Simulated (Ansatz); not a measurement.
Cd3Hg2S5

```xyz
20
Lattice="4.2108 0.0000 0.0000 0.0000 4.2108 0.0000 0.0000 0.0000 29.7350" Properties=species:S:1:pos:R:3 pbc="T T T"
Cd    2.1054    2.1054   11.9234
Cd    0.0000    0.0000   26.7910
Cd    2.1054    2.1054    0.0000
Cd    0.0000    0.0000   14.8675
Cd    0.0000    0.0000    2.9441
Cd    2.1054    2.1054   17.8116
Hg    2.1054    2.1054    5.9238
Hg    0.0000    0.0000   20.7913
Hg    0.0000    0.0000    8.9437
Hg    2.1054    2.1054   23.8112
S     2.1054    0.0000   10.4554
S     0.0000    2.1054   25.3229
S     0.0000    2.1054   13.3956
S     2.1054    0.0000   28.2631
S     0.0000    2.1054    1.4719
S     2.1054    0.0000   16.3394
S     2.1054    0.0000    4.4121
S     0.0000    2.1054   19.2796
S     0.0000    2.1054    7.4338
S     2.1054    0.0000   22.3013
```

Space group I-4m2; a structure generated by program, which may or may not match a known phase; computed pressure about −3 GPa in this cell.

Method: DFT PBEsol, scalar-relativistic, plane waves, PAW in Ansatz 0.2.0.

> Predict the valence pseudo-density and electron localisation function between the atoms.

Cd–S (2.57 Å): the density is about 0.39 e/Å³ at the midpoint; the ELF peaks at about 0.90 in the valence shell of S, 0.8 Å from its nucleus, and is about 0.35 at the midpoint.
Hg–S (2.59 Å): ρ is about 0.42 e/Å³ halfway; the ELF peaks at about 0.90 in the valence shell of S, 0.8 Å from its nucleus, and drops to about 0.20 between the two atoms.
Bader's partition of the density gives Cd +0.82, Hg +0.50 and S −0.82 to −0.51 e.

> How much charge does the calculation move between the atoms?

Electrons move from Cd and Hg towards S. Bader charges: Cd +0.82, Hg +0.50 and S −0.82 to −0.51 e.

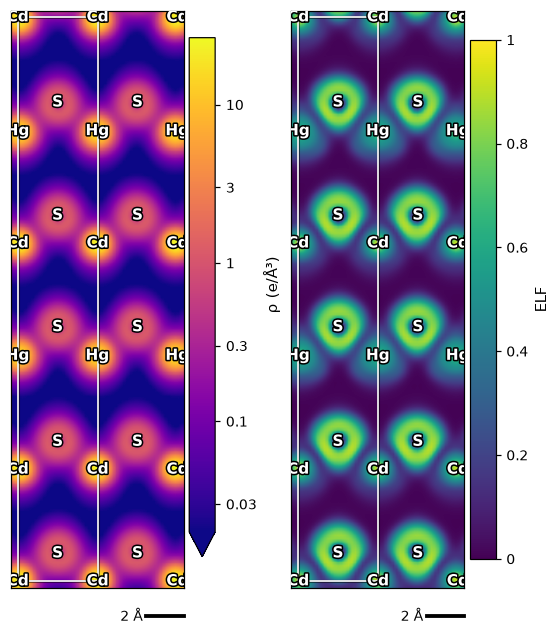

Computed valence pseudo-density and electron localisation function on the (010) plane of the conventional cell, in this order. 

The density is the valence pseudo-density of a PAW calculation; it isn't the true density close to the nuclei.
